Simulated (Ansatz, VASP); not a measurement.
# Pd12S (Pd(111)): VASP beside Ansatz, part 2 of 2

One calculation is typed for both programs; each brings its own data sets and cutoff. How far apart do they land?  The cell is taken from a series of runs on this material, whose earlier steps may have relaxed or scaled it; both programs get it as it stands.

VASP 6.6.1 and Ansatz 0.2.0.

So far: Set-up; VASP: single point, PBEsol.

## 3. Ansatz: single point, PBEsol

Level of this step: Ansatz beside VASP: Kohn-Sham DFT, plane waves, PBEsol (Ansatz).

Ansatz runs on its default PAW (the set named soft_2) files.

The same cell, functional, mesh and smearing now go to Ansatz, which takes its cutoff from its data sets.

input.yaml reads:

```yaml
crystal:
  lattice:
    - [5.4754143377, 0.0, 0.0]
    - [2.7377071689, 4.7418479127, 0.0]
    - [0.0, 0.0, 19.4706570859]
  atoms:
    - { symbol: Pd, position: [0.16666667, 0.16666667, 0.38519501] }
    - { symbol: Pd, position: [0.66666667, 0.16666667, 0.38519501] }
    - { symbol: Pd, position: [0.16666667, 0.66666667, 0.38519501] }
    - { symbol: Pd, position: [0.66666667, 0.66666667, 0.38519501] }
    - { symbol: Pd, position: [0.8327419888, 0.3345160125, 0.5010541205] }
    - { symbol: Pd, position: [0.33333333, 0.33333333, 0.4991026542] }
    - { symbol: Pd, position: [0.8327419888, 0.8327419888, 0.5010541205] }
    - { symbol: Pd, position: [0.3345160125, 0.8327419888, 0.5010541205] }
    - { symbol: Pd, position: [0.0, 0.0, 0.6126547035] }
    - { symbol: Pd, position: [0.5022478914, 0.9955042172, 0.6173826588] }
    - { symbol: Pd, position: [0.9955042172, 0.5022478914, 0.6173826588] }
    - { symbol: Pd, position: [0.5022478914, 0.5022478914, 0.6173826588] }
    - { symbol: S, position: [0.33333333, 0.33333333, 0.6969138363] }
hamiltonian:
  xc: pbesol
  pseudopotentials: { kind: paw }
kpoints:
  mp_grid: { grid: [6, 6, 1] }
scf:
  occupations: { method: methfessel_paxton, width: 0.15 }
  n_extra_bands: 7
efield:
  axis: 3
  dipole_correction: true
  ramp_width: 0.04
output:
  forces: true
  eigenvalues: true
```

Launch:

```sh
$ ansatz run input.yaml --threads 4 --pin off --max-ram 9216MiB --backend cpu --events-out ev --progress --plain --runs-dir out
```

Numbers of over 12 decimals in the logs are rounded to 6 here.

Output:

```text
scf.n_extra_bands = 7 over 111 filled bands (N_el = 222.0): the run solves 118 bands
Engine: ansatz 0.2.0, aarch64-unknown-linux-gnu
Pseudopotentials: kind: paw
Pseudopotential: Pd, paw, valence charge 18, recommended cutoff 420 eV (normal), Pd.paw.azcp
Pseudopotential: S, paw, valence charge 6, recommended cutoff 420 eV (normal), S.paw.azcp
Functional definition: PBEsol
  exchange = pbesol_x
  correlation = pbesol_c
Crystal: 13 atoms, lattice volume = 505.528 Å³
Basis set: ecut = 420 eV, 9851 PW (Γ), exchange–correlation on 80×80×270 points (8 copies of the dense FFT grid, shifted against one another)
Bands: 118, of which v1, the nominal top of the filled ones, is band 111 counted from 1 (110 counted from 0)
Symmetry: 6 space group operations
Space group: P3m1 (ITA 156), of the structure as read, at distance tolerance 8.0e-5 Å
k-points: 7 of 36 (time reversal used)
Non-local potential: Pd, projectors of the file, l = 0: 2, l = 1: 2, l = 2: 2, l = 3: 1
Non-local potential: S, projectors of the file, l = 0: 2, l = 1: 2, l = 2: 2
PAW form: soft (Blöchl's): semilocal exchange-correlation on the pseudo side does not see the compensation charge
PAW frozen core: Pd, regenerated for the run's functional, and the local potential with it (the file was generated under x = pbe(κ = 0.804, μ = 0.219515), c = pbe(β = 0.066725))
PAW frozen core: S, regenerated for the run's functional, and the local potential with it (the file was generated under x = pbe(κ = 0.804, μ = 0.219515), c = pbe(β = 0.066725))
PAW one-centre angular grid: Pd, 590 points (default); XC on 64 Gauss nodes
PAW one-centre angular grid: S, 110 points (default); XC on 64 Gauss nodes
Initial density: superposition of atomic densities (neutral atoms: chi_scale 0, normalization atom), corrected by the library's trained network
Initial wavefunctions: pseudopotential atomic-orbital guess
Functional: x = pbesol(κ = 0.804, μ = 0.123457), c = pbesol(β = 0.046)
SCF iter   1: F=—  HF=-83761.299355 eV  |F-HF|=—  |Δ(HF+E_count)|=         —  Δρ=1.19e-2  dr2=1.52e0  ethr=1.77e-3  p=0.028 e·Å  D=1.01e-2 V/Å  ΔV_dip=-0.20 eV  dr2_dipole=2.08e-3  V_vac-E_F(+/−)=4.91/5.11 eV  ⟨swp⟩=7.0  Hψ=3537  notcnv=0
efield: sawtooth ramp at fractional position 0.0211 (placed from the atoms, in the widest stretch of the axis that holds none; the zero of the levels goes with the place), width 0.0400; the density the first Hamiltonian is built on has a dipole p = 0.028 e·Å; the dipole correction subtracts the counter field D = 1.01e-2 V/Å, which shifts the + side's vacuum level by -0.20 eV against the − side's; the planar-averaged density in the ramp window peaks in size at 1.1e-4 e/Å³
preconditioner: auto → LDOS  [metal: Δε(μ)=0.022 eV  Ē_g=3.636 eV  σ=0.150 eV  W_gap=0.12  n_scr=110 (ndim 8)  ℏωp=18.5 eV  f_vac=0.569  D(μ)=24.74/eV (n_scr^D=240)  β→1.0]
SCF iter   2: F=—  HF=-83761.250669 eV  |F-HF|=—  |Δ(HF+E_count)|=   4.87e-2  S|Δr|=    0.00e0  Δρ=1.01e-2  dr2=5.32e-1  ethr=6.85e-4  p=0.027 e·Å  D=9.59e-3 V/Å  ΔV_dip=-0.19 eV  dr2_dipole=1.22e-2  V_vac-E_F(+/−)=5.25/5.44 eV  ⟨swp⟩=2.0  Hψ=1515  notcnv=0
SCF iter   3: F=—  HF=-83761.167595 eV  |F-HF|=—  |Δ(HF+E_count)|=   8.31e-2  S|Δr|=    0.00e0  Δρ=4.04e-3  dr2=2.18e-1  ethr=2.40e-4  p=0.021 e·Å  D=7.57e-3 V/Å  ΔV_dip=-0.15 eV  dr2_dipole=7.07e-4  V_vac-E_F(+/−)=5.21/5.35 eV  ⟨swp⟩=2.0  Hψ=1307  notcnv=0
SCF iter   4: F=—  HF=-83761.162880 eV  |F-HF|=—  |Δ(HF+E_count)|=   4.72e-3  S|Δr|=    0.00e0  Δρ=2.10e-3  dr2=7.76e-2  ethr=9.81e-5  p=0.018 e·Å  D=6.47e-3 V/Å  ΔV_dip=-0.13 eV  dr2_dipole=1.87e-3  V_vac-E_F(+/−)=5.27/5.39 eV  ⟨swp⟩=2.3  Hψ=1096  notcnv=0
SCF iter   5: F=—  HF=-83761.156964 eV  |F-HF|=—  |Δ(HF+E_count)|=   5.92e-3  S|Δr|=    0.00e0  Δρ=8.91e-4  dr2=8.30e-3  ethr=3.50e-5  p=0.019 e·Å  D=6.71e-3 V/Å  ΔV_dip=-0.13 eV  dr2_dipole=9.57e-4  V_vac-E_F(+/−)=5.31/5.45 eV  ⟨swp⟩=2.0  Hψ=1219  notcnv=0
SCF iter   6: F=—  HF=-83761.157214 eV  |F-HF|=—  |Δ(HF+E_count)|=   2.50e-4  S|Δr|=    0.00e0  Δρ=3.28e-4  dr2=1.28e-3  ethr=3.74e-6  p=0.019 e·Å  D=6.97e-3 V/Å  ΔV_dip=-0.14 eV  dr2_dipole=1.96e-4  V_vac-E_F(+/−)=5.30/5.44 eV  ⟨swp⟩=2.0  Hψ=1050  notcnv=0
SCF iter   7: F=—  HF=-83761.157265 eV  |F-HF|=—  |Δ(HF+E_count)|=   5.11e-5  S|Δr|=    0.00e0  Δρ=1.36e-4  dr2=1.91e-4  ethr=5.79e-7  p=0.021 e·Å  D=7.35e-3 V/Å  ΔV_dip=-0.14 eV  dr2_dipole=1.80e-5  V_vac-E_F(+/−)=5.29/5.43 eV  ⟨swp⟩=1.9  Hψ=1170  notcnv=0
SCF iter   8: F=—  HF=-83761.157283 eV  |F-HF|=—  |Δ(HF+E_count)|=   1.73e-5  S|Δr|=    0.00e0  Δρ=8.35e-5  dr2=6.27e-5  ethr=8.62e-8  p=0.021 e·Å  D=7.52e-3 V/Å  ΔV_dip=-0.15 eV  dr2_dipole=2.04e-7  V_vac-E_F(+/−)=5.29/5.43 eV  ⟨swp⟩=2.1  Hψ=1063  notcnv=0
SCF iter   9: F=—  HF=-83761.157834 eV  |F-HF|=—  |Δ(HF+E_count)|=   5.51e-4  S|Δr|=    0.00e0  Δρ=5.07e-5  dr2=2.34e-5  ethr=2.83e-8  p=0.021 e·Å  D=7.55e-3 V/Å  ΔV_dip=-0.15 eV  dr2_dipole=4.31e-8  V_vac-E_F(+/−)=5.28/5.43 eV  ⟨swp⟩=1.7  Hψ=876  notcnv=0
SCF iter  10: F=—  HF=-83761.157836 eV  |F-HF|=—  |Δ(HF+E_count)|=   2.57e-6  S|Δr|=    0.00e0  Δρ=2.27e-5  dr2=5.16e-6  ethr=1.05e-8  p=0.021 e·Å  D=7.54e-3 V/Å  ΔV_dip=-0.15 eV  dr2_dipole=1.16e-7  V_vac-E_F(+/−)=5.28/5.43 eV  ⟨swp⟩=1.9  Hψ=914  notcnv=0
SCF iter  11: F=—  HF=-83761.157837 eV  |F-HF|=—  |Δ(HF+E_count)|=   1.21e-6  S|Δr|=    0.00e0  Δρ=9.00e-6  dr2=6.71e-7  ethr=2.32e-9  p=0.021 e·Å  D=7.52e-3 V/Å  ΔV_dip=-0.15 eV  dr2_dipole=2.16e-9  V_vac-E_F(+/−)=5.28/5.43 eV  ⟨swp⟩=2.1  Hψ=1188  notcnv=0
SCF iter  12: F=—  HF=-83761.157838 eV  |F-HF|=—  |Δ(HF+E_count)|=   1.61e-7  S|Δr|=    0.00e0  Δρ=5.06e-6  dr2=2.86e-7  ethr=3.02e-10  p=0.021 e·Å  D=7.52e-3 V/Å  ΔV_dip=-0.15 eV  dr2_dipole=6.36e-9  V_vac-E_F(+/−)=5.28/5.43 eV  ⟨swp⟩=2.1  Hψ=1270  notcnv=0
SCF iter  13: F=-83761.157838 eV  HF=-83761.157838 eV  |F-HF|=3.22e-8  |Δ(HF+E_count)|=   3.99e-8  S|Δr|=    0.00e0  Δρ=3.10e-6  dr2=9.52e-8  ethr=4.50e-11  p=0.021 e·Å  D=7.52e-3 V/Å  ΔV_dip=-0.15 eV  dr2_dipole=2.97e-9  V_vac-E_F(+/−)=5.28/5.43 eV  ⟨swp⟩=4.0  Hψ=3612  notcnv=0
SCF 1 converged in 13 iterations: F = -83761.157838 eV  dr2 = 9.52e-8
  greatest PAW one-centre occupation: 0.999 electrons in one spin orbital (limit 2), on the Pd atom at site 8 (counted from 0), in its partial waves of l = 0
SCF converged after 13 iterations
Stability not checked: this state was not tested for a lower state beside it, because cold or Methfessel-Paxton smearing, or corrected tetrahedra, fill the levels in a way that the test cannot read (fill_not_monotonic; see scf.lower_state_search)
Free energy (F): -83761.157838 eV
Harris-Foulkes:  -83761.157838 eV  (|F-HF|=3.22e-8)
Internal energy: -83761.147123 eV  (E = F + TS)
E sigma→0 (E₀):  -83761.155159 eV
Entropy (-TS):   -0.010714 eV (-0.824 meV/atom)
Fermi energy:    3.873595 eV
Dipole field:    D = 0.007571 V/Å  (p = 0.021151 e·Å, saw-weighted, corrected)
Work function:   Φ+ = 5.2827 eV   Φ− = 5.4301 eV
Levels:          The Fermi level and band energies are counted from a zero that moves with the ramp; work functions are not
--- Per-component energies (eV) ---
  E_band       = -5078.984697
  E_kinetic    = 6266.457346
  E_local      = -259748.407889  (includes V_loc(G=0)·N_el)
  E_nonlocal   = 2662.612514
  E_hartree    = 126157.836705
  E_xc         = -2101.950501
  E_vxc        = -2612.758317  (∫ρ·V_xc dr)
  E_paw        = -44804.264904  (= ΣΔE_a)
  E_vpaw       = -3963.704594  (= ΣTr[D̂ρ^β])
  E_aug_tail   = 0.002690  (compensation charges beyond the density's cutoff)
  E_efield     = 0.000080  (sawtooth field / dipole correction)
  E_vefield    = 1.148707  (∫n·V_field dr)
  E_ewald      = 87802.874596
  E_core_change = 3.692238  (= ΣΔE_core)
  E_smearing   = -0.010714  (= −TS)
  E_closure    = 0.000000  (closes the sum)
  Σ components = -83761.157838   (vs F -83761.157838, Δ=0.00e0)
--- Forces (eV/Å), atoms counted from 1 ---
  atom   1  Pd    -0.00337055    -0.00194599    -0.10501709
  atom   2  Pd     0.00337055    -0.00194599    -0.10501709
  atom   3  Pd     0.00000000     0.00389197    -0.10501709
  atom   4  Pd     0.00000000     0.00000000     0.14763334
  atom   5  Pd     0.00000000     0.00351147     0.00926173
  atom   6  Pd     0.00000000     0.00000000     0.04721127
  atom   7  Pd    -0.00304102    -0.00175573     0.00926173
  atom   8  Pd     0.00304102    -0.00175573     0.00926173
  atom   9  Pd     0.00000000    -0.00000000     0.03783366
  atom  10  Pd    -0.00000000    -0.00814834     0.02582385
  atom  11  Pd    -0.00705667     0.00407417     0.02582385
  atom  12  Pd     0.00705667     0.00407417     0.02582385
  atom  13  S      0.00000000    -0.00000000    -0.02293784
  max |Σ_I F_I| component: 5.41e-5 eV/Å
--- Band table (eV; the first three rows and the last of 7) ---
  k-point 0: bands = [... 107 lower, 4.0422, 4.0422, 4.2424, 4.2424, 4.2812, 4.2812, 4.2933, 4.3679, ... 3 higher]
  k-point 1: bands = [... 107 lower, 3.8600, 3.8672, 3.9185, 3.9361, 4.0568, 4.0706, 4.3205, 4.7516, ... 3 higher]
  k-point 2: bands = [... 107 lower, 3.5162, 3.7314, 3.7422, 3.7850, 3.9078, 4.0025, 4.2810, 4.3467, ... 3 higher]
  k-point 6: bands = [... 107 lower, 3.5636, 3.6112, 3.6121, 3.6178, 3.6869, 3.7051, 3.8749, 3.9129, ... 3 higher]
```

In the SCF lines HF is the Harris–Foulkes energy and dr2 the Hartree energy of the density residual, in eV; the loop may stop once dr2 is under the threshold and the program's other checks hold. Hψ counts applications of the Hamiltonian.

## 4. Differences

Known differences besides the PAW data sets themselves: the data sets hold 222 valence electrons in Ansatz (default PAW (the set named soft_2) files) and 126 in VASP; the cutoff is 420 eV in Ansatz and 400 eV in VASP; Ansatz makes its cores anew for this functional, VASP keeps those of its PBE data sets. Total energies have different zeros and are not compared.

Both answers:

```tsv
quantity	Ansatz	VASP	difference
work function, lower of the two faces (eV)	5.28	5.27	+0.01
work function, higher of the two faces (eV)	5.43	5.43	0.00
```

Forces on 10 of the 13 atoms, picked by the larger force of the two programs (eV/Å; atoms numbered as in POSCAR):

```tsv
atom	Ansatz x, y, z	VASP x, y, z
Pd1	-0.003, -0.002, -0.105	-0.001, -0.001, -0.090
Pd2	0.003, -0.002, -0.105	0.001, -0.001, -0.090
Pd3	0.000, 0.004, -0.105	0.000, 0.002, -0.090
Pd4	0.000, 0.000, 0.148	0.000, 0.000, 0.163
Pd6	0.000, 0.000, 0.047	0.000, 0.000, 0.039
Pd9	0.000, 0.000, 0.038	0.000, 0.000, 0.017
Pd10	0.000, -0.008, 0.026	0.000, -0.022, 0.002
Pd11	-0.007, 0.004, 0.026	-0.019, 0.011, 0.002
Pd12	0.007, 0.004, 0.026	0.019, 0.011, 0.002
S13	0.000, 0.000, -0.023	0.000, 0.000, 0.015
```

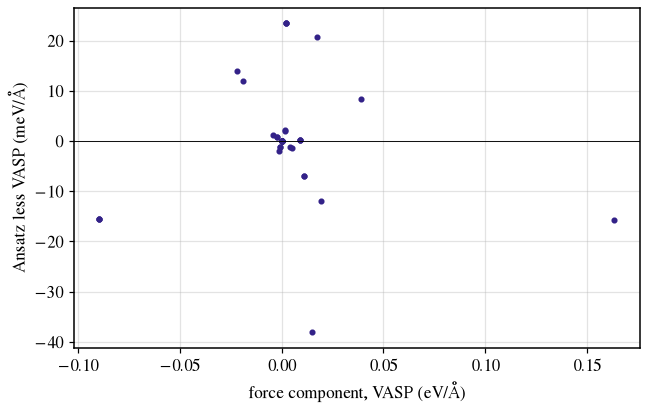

Difference of the force components against their size.

The forces differ by 12 meV/Å r.m.s., which is 30.8 % of the r.m.s. force of 0.04 eV/Å (both taken over all components).

## 5. Further runs

How far does this hang on the set-up? Further runs change one program's set-up at a time, as the table lists.

```tsv
run	r.m.s. force difference (meV/Å)
as above	12
VASP with the data sets Pd_sv_GW and S_GW and a cutoff of 570 eV	9.2
VASP with the data sets Pd and S_h and a cutoff of 650 eV	18
```

## 6. Outcome

| Item | Value |
| --- | --- |
| r.m.s. force difference (single point, PBEsol) | 12 meV/Å |

What this shows: The r.m.s. force difference is 12 meV/Å (single point, PBEsol), at about the 12 meV/Å picked in this series as the mark of a large difference. For single point, PBEsol: no further run halves the r.m.s. force difference. How closely two codes agree says nothing of how well the functional describes the real material.

[Lines on the potential files, build, host, timing and source positions are cut from VASP's logs without a mark.]

[Logs are printed without paths, hosts, clocks, repeated set-up lines and the standing remarks that a program may print on its own settings, such as how far it seeks lower states.]

[Hosts, paths, dates, database ids (printed as entryN), source tags and the programs' standing remarks are cut or masked in the printed files.]
